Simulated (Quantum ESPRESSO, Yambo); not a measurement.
# Beyond one shot: InP (F-43m), part 2 of 2

Aim: iterate the self-energy on InP (F-43m) and follow the gap from cycle to cycle.

Quantum ESPRESSO 7.5 and Yambo 5.3.0; PBE and many-body steps on it, plane waves. Known limits of the many-body steps: not at the basis limit; no spin-orbit coupling; coarse k mesh.

So far. Step 4 (G0W0): The gap on the mesh goes from 0.71 eV to 1.40 eV, a correction of +0.69 eV. Step 5 (evGW0, cycle 1): Against G0W0 in Yambo (4×4×4 mesh, 127 bands, screening to 197.3 eV, Godby-Needs plasmon pole), the gap moves by +0.068 eV.

The database entry behind the starting cell differs from later determinations by our own check (0.1 to 0.3 % short, probably kX units), so it need not match the best structure at ambient conditions.

## Step 6: evGW0, cycle 2

Level of this step: evGW0 on PBE, plane waves, norm-conserving pseudopotentials (Yambo).

The corrected levels of the last cycle go back in.

gw3.in

```
HF_and_locXC
gw0
dyson
ppa
em1d
rim_cut
RandQpts= 1000000
RandGvec= 1 RL
EXXRLvcs= 80 Ry
VXCRLvcs= 320 Ry
Chimod= "HARTREE"
% BndsRnXp
 1 | 127 |
%
NGsBlkXp= 14.5 Ry
% LongDrXp
 1 | 1 | 1 |
%
% GbndRnge
 1 | 127 |
%
DysSolver= "n"
ExtendOut
PPAPntXp= 27.21138 eV
% QPkrange
 1 | 8 | 10 | 17 |
%
GfnQPdb= "E < ./gw2_fix/ndb.QP"
```

Launch:

```
> OMP_NUM_THREADS=1 mpirun -n 4 yambo -F gw3.in -J gw3,gw1_W -C gw3 > gw3.log
```

Output:

```text
 Yambo, version 5.3.0

 [02] CORE Variables Setup
 =========================

  [... cell, symmetries and grids as in the set-up ...]

  [02.05] Energies & Occupations
  ==============================

  [X] === General ===
  [X] Electronic Temperature                        :  0.000000  0.000000 [eV K]
  [X] Bosonic    Temperature                        :  0.000000  0.000000 [eV K]
  [X] Finite Temperature mode                       : no
  [X] El. density                                   :  0.51656E+24 [cm-3]
[...]
Sx RL components                                 :   4279

   QP @ state[ 1 ] K range                          :   1   8
   QP @ state[ 1 ] b range                          :  10  17
   GF energies kind                                 : Perdew, Burke & Ernzerhof(X)+Perdew, Burke & Ernzerhof(C)+ E < ./gw1/ndb.QP + @E Fit+ E < ./gw2_fix/
   GF WF`s kind                                     : Perdew, Burke & Ernzerhof(X)+Perdew, Burke & Ernzerhof(C)
   Xs energies kind                                 : Perdew, Burke & Ernzerhof(X)+Perdew, Burke & Ernzerhof(C)
   Xs WF`s kind                                     : Perdew, Burke & Ernzerhof(X)+Perdew, Burke & Ernzerhof(C)

 [13] Game Over & Game summary
```

It took 9.1 min on 4 MPI ranks of Arm Neoverse V1, shared host; peak memory 1.7 GiB; 37 min of CPU time.

This step gave:

| Item | Value |
| --- | --- |
| quasiparticle gap on the mesh | 1.473 eV |
| gap of the density functional on the mesh | 0.7080 eV |
| k of the valence top | 0, 0, 0 |
| k of the conduction bottom | 0, 0, 0 |
| least direct quasiparticle gap on the computed points | 1.473 eV |

Against the cycle before, the gap moves by +0.007 eV.

The program's own table gives 1.623 eV, which is too large where the input levels are shifted: this version takes Σc at the unshifted level E₀, yet steps from the shifted one. The value above is the Newton step from E₀, E₀ + Z(Σc + Σx − Vxc), rebuilt from the printed columns.

## Step 7: evGW, cycle 1

This step: evGW on PBE, plane waves, norm-conserving pseudopotentials.

gw4.in, as its differences from gw3.in of step 6:

```diff
@@ -27,2 +27,3 @@
 %
-GfnQPdb= "E < ./gw2_fix/ndb.QP"
+GfnQPdb= "E < ./gw1/ndb.QP"
+XfnQPdb= "E < ./gw1/ndb.QP"
```

Launch:

```
> OMP_NUM_THREADS=1 mpirun -n 4 yambo -F gw4.in -J gw4 -C gw4 > gw4.log
```

Output:

```text
 Yambo, version 5.3.0

 [02] CORE Variables Setup
 =========================

  [... cell, symmetries and grids as in the set-up ...]

  [02.05] Energies & Occupations
  ==============================

  [X] === General ===
  [X] Electronic Temperature                        :  0.000000  0.000000 [eV K]
  [X] Bosonic    Temperature                        :  0.000000  0.000000 [eV K]
  [X] Finite Temperature mode                       : no
  [X] El. density                                   :  0.51656E+24 [cm-3]
[...]
Sx RL components                                 :   4279

   QP @ state[ 1 ] K range                          :   1   8
   QP @ state[ 1 ] b range                          :  10  17
   GF energies kind                                 : Perdew, Burke & Ernzerhof(X)+Perdew, Burke & Ernzerhof(C)+ E < ./gw1/ndb.QP + @E Fit
   GF WF`s kind                                     : Perdew, Burke & Ernzerhof(X)+Perdew, Burke & Ernzerhof(C)
   Xs energies kind                                 : Perdew, Burke & Ernzerhof(X)+Perdew, Burke & Ernzerhof(C)
   Xs WF`s kind                                     : Perdew, Burke & Ernzerhof(X)+Perdew, Burke & Ernzerhof(C)

 [15] Game Over & Game summary
```

Run time: 11 min. Hardware: 4 MPI ranks; peak memory 1.7 GiB.

This step gave:

```yaml
quasiparticle_gap_on_the_mesh: 1.534 eV
gap_of_the_density_functional_on_the_mesh: 0.7080 eV
k_of_the_valence_top: 0, 0, 0
k_of_the_conduction_bottom: 0, 0, 0
least_direct_quasiparticle_gap_on_the_computed_points: 1.534 eV
```

Against G0W0 in Yambo (4×4×4 mesh, 127 bands, screening to 197.3 eV, Godby-Needs plasmon pole), the gap moves by +0.136 eV.

The program's own table gives 1.664 eV, which is too large where the input levels are shifted: this version takes Σc at the unshifted level E₀, yet steps from the shifted one. The value above is the Newton step from E₀, E₀ + Z(Σc + Σx − Vxc), rebuilt from the printed columns.

## Step 8: evGW, cycle 2

gw5.in, as its differences from gw4.in of step 7:

```diff
@@ -27,3 +27,3 @@
 %
-GfnQPdb= "E < ./gw1/ndb.QP"
-XfnQPdb= "E < ./gw1/ndb.QP"
+GfnQPdb= "E < ./gw4_fix/ndb.QP"
+XfnQPdb= "E < ./gw4_fix/ndb.QP"
```

Launch:

```
> OMP_NUM_THREADS=1 mpirun -n 4 yambo -F gw5.in -J gw5 -C gw5 > gw5.log
```

Output:

```text
 Yambo, version 5.3.0

 [02] CORE Variables Setup
 =========================

  [... cell, symmetries and grids as in the set-up ...]

  [02.05] Energies & Occupations
  ==============================

  [X] === General ===
  [X] Electronic Temperature                        :  0.000000  0.000000 [eV K]
  [X] Bosonic    Temperature                        :  0.000000  0.000000 [eV K]
  [X] Finite Temperature mode                       : no
  [X] El. density                                   :  0.51656E+24 [cm-3]
[...]
Sx RL components                                 :   4279

   QP @ state[ 1 ] K range                          :   1   8
   QP @ state[ 1 ] b range                          :  10  17
   GF energies kind                                 : Perdew, Burke & Ernzerhof(X)+Perdew, Burke & Ernzerhof(C)+ E < ./gw1/ndb.QP + @E Fit+ E < ./gw4_fix/
   GF WF`s kind                                     : Perdew, Burke & Ernzerhof(X)+Perdew, Burke & Ernzerhof(C)
   Xs energies kind                                 : Perdew, Burke & Ernzerhof(X)+Perdew, Burke & Ernzerhof(C)
   Xs WF`s kind                                     : Perdew, Burke & Ernzerhof(X)+Perdew, Burke & Ernzerhof(C)

 [15] Game Over & Game summary
```

Run time: 10 min. Hardware: 4 MPI ranks; peak memory 1.7 GiB; 42 min of CPU time.

This step gave:

- quasiparticle gap on the mesh: 1.566 eV
- gap of the density functional on the mesh: 0.7080 eV
- k of the valence top: 0, 0, 0
- k of the conduction bottom: 0, 0, 0
- least direct quasiparticle gap on the computed points: 1.566 eV

Against the cycle before, the gap moves by +0.032 eV.

The program's own table gives 1.718 eV, which is too large where the input levels are shifted: this version takes Σc at the unshifted level E₀, yet steps from the shifted one. The value above is the Newton step from E₀, E₀ + Z(Σc + Σx − Vxc), rebuilt from the printed columns.

## Step 9: evGW, cycle 3

gw6.in, as its differences from gw5.in of step 8:

```diff
@@ -27,3 +27,3 @@
 %
-GfnQPdb= "E < ./gw4_fix/ndb.QP"
-XfnQPdb= "E < ./gw4_fix/ndb.QP"
+GfnQPdb= "E < ./gw5_fix/ndb.QP"
+XfnQPdb= "E < ./gw5_fix/ndb.QP"
```

Launch:

```
> OMP_NUM_THREADS=1 mpirun -n 4 yambo -F gw6.in -J gw6 -C gw6 > gw6.log
```

Output:

```text
 Yambo, version 5.3.0

 [02] CORE Variables Setup
 =========================

  [... cell, symmetries and grids as in the set-up ...]

  [02.05] Energies & Occupations
  ==============================

  [X] === General ===
  [X] Electronic Temperature                        :  0.000000  0.000000 [eV K]
  [X] Bosonic    Temperature                        :  0.000000  0.000000 [eV K]
  [X] Finite Temperature mode                       : no
  [X] El. density                                   :  0.51656E+24 [cm-3]
[...]
Sx RL components                                 :   4279

   QP @ state[ 1 ] K range                          :   1   8
   QP @ state[ 1 ] b range                          :  10  17
   GF energies kind                                 : Perdew, Burke & Ernzerhof(X)+Perdew, Burke & Ernzerhof(C)+ E < ./gw1/ndb.QP + @E Fit+ E < ./gw4_fix/
   GF WF`s kind                                     : Perdew, Burke & Ernzerhof(X)+Perdew, Burke & Ernzerhof(C)
   Xs energies kind                                 : Perdew, Burke & Ernzerhof(X)+Perdew, Burke & Ernzerhof(C)
   Xs WF`s kind                                     : Perdew, Burke & Ernzerhof(X)+Perdew, Burke & Ernzerhof(C)

 [15] Game Over & Game summary
```

The job ended after 11 min (4 MPI ranks; peak memory 1.7 GiB).

This step gave:

```yaml
quasiparticle_gap_on_the_mesh: 1.575 eV
gap_of_the_density_functional_on_the_mesh: 0.7080 eV
k_of_the_valence_top: 0, 0, 0
k_of_the_conduction_bottom: 0, 0, 0
least_direct_quasiparticle_gap_on_the_computed_points: 1.575 eV
```

Against the cycle before, the gap moves by +0.009 eV.

The program's own table gives 1.732 eV, which is too large where the input levels are shifted: this version takes Σc at the unshifted level E₀, yet steps from the shifted one. The value above is the Newton step from E₀, E₀ + Z(Σc + Σx − Vxc), rebuilt from the printed columns.

## Step 10: Side by side

Times are wall times on 4 MPI ranks of Arm Neoverse V1, shared host, good to a factor of about two.

```tsv
run	mesh	bands	screening cutoff (eV)	DFT gap (eV)	gap on the mesh (eV)	direct (eV)	time
G0W0	4×4×4	127	197.3	0.708	1.398	1.398	10 min
evGW0, cycle 1	4×4×4	127	197.3	0.708	1.466	1.466	9.1 min
evGW0, cycle 2	4×4×4	127	197.3	0.708	1.473	1.473	9.1 min
evGW, cycle 1	4×4×4	127	197.3	0.708	1.534	1.534	11 min
evGW, cycle 2	4×4×4	127	197.3	0.708	1.566	1.566	10 min
evGW, cycle 3	4×4×4	127	197.3	0.708	1.575	1.575	11 min
```

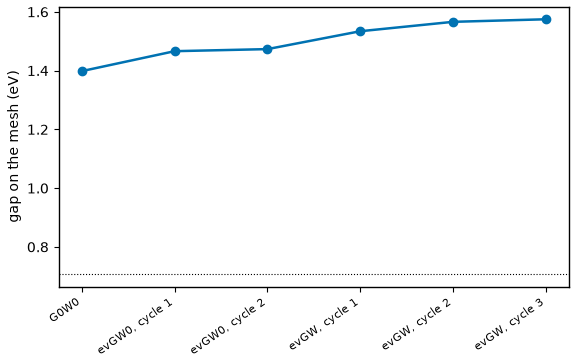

The gap through the cycles; the dotted line is the starting gap.

## Step 11: Results

| Quantity | Value |
| --- | --- |
| G0W0 | 1.398 eV |
| evGW0, cycle 1 | 1.466 eV |
| evGW0, cycle 2 | 1.473 eV |
| evGW, cycle 1 | 1.534 eV |
| evGW, cycle 2 | 1.566 eV |
| evGW, cycle 3 | 1.575 eV |
| known limits | not at the basis limit; no spin-orbit coupling; coarse k mesh |

evGW0 ends at 1.47 eV, +0.07 eV from G0W0, after 2 cycles that took 18 min beside the first screening; the last moved the gap by 0.007 eV. evGW ends at 1.57 eV, +0.18 eV from G0W0, after 3 cycles that took 32 min beside the first screening; the last moved the gap by 0.009 eV. Bands and cutoff are finite, so the gap is not at the basis limit. The miss can reach some tenths of an eV and take either sign; the mesh is an error of its own. The 4×4×4 mesh is coarse for this cell, which bears on the long-range parts of exchange and screening. The many-body steps are scalar-relativistic: spin-orbit coupling is not in them.

[Paths, hosts, dates, memory and timing lines, banners, echoed tables and standing remarks are left out of the program output.]

[Logs are printed without paths, hosts, clocks, repeated set-up lines and the standing remarks that a program may print on its own settings, such as how far it seeks lower states.]

[Runs of the session that timed out or met a known fault of the program may be left out.]

[Hosts, paths, dates, database ids (printed as entryN), source tags and the programs' standing remarks are cut or masked in the printed files.]
